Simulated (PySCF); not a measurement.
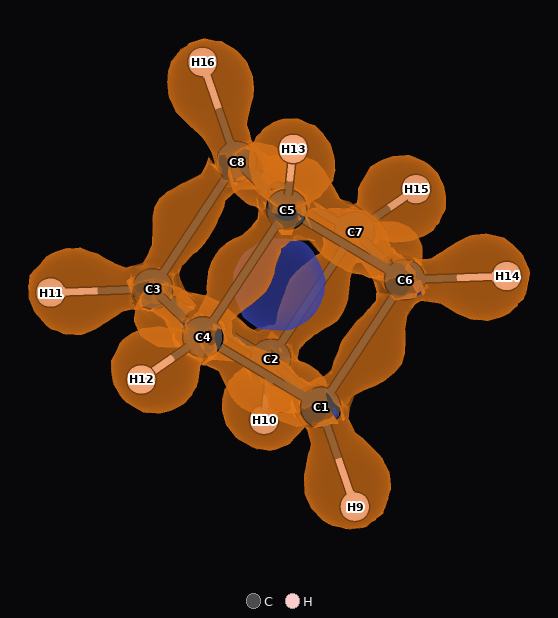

*C8H8, SMILES `C12C3C4C1C5C2C3C45`. Deformation density (molecule less spherical, spin-averaged free atoms at the same positions), surfaces at ±0.23 e/Å³; orange: gain, blue: loss.*

Computed with PySCF, ωB97X/def2-SVP, geometry: GFN2-xTB. No frequency check shows the geometry to be a minimum.

Geometry (Å), atoms numbered from 1:

```
C1       0.4580    1.2291    0.2566
C2      -0.8006    0.9028   -0.5747
C3      -0.0214   -0.2006   -1.3212
C4       1.2372    0.1257   -0.4897
C5       0.8006   -0.9027    0.5747
C6       0.0214    0.2005    1.3212
C7      -1.2372   -0.1258    0.4898
C8      -0.4580   -1.2291   -0.2567
H9       0.8294    2.2257    0.4647
H10     -1.4499    1.6349   -1.0406
H11     -0.0387   -0.3632   -2.3925
H12      2.2403    0.2276   -0.8869
H13      1.4499   -1.6347    1.0406
H14      0.0388    0.3630    2.3925
H15     -2.2403   -0.2278    0.8870
H16     -0.8295   -2.2256   -0.4647
```

### Describe the bonding that the map shows.

C1–H9, C3–H11, C4–H12, C7–H15 and 4 more like them: +0.70 e/Å³ at the bond critical point (bond length 1.08 Å, Mayer order 1.1). C4–C5, C7–C8, C1–C2, C1–C4 and 8 more like them: +0.45 e/Å³ at the bond critical point (bond length 1.54 Å, Mayer order 0.9). In all, 3.9 electrons gather in the regions of gain relative to the promolecule.

Run time: 27 s on 1 thread of Arm Neoverse V1 (shared host), peak memory 0.65 GiB.
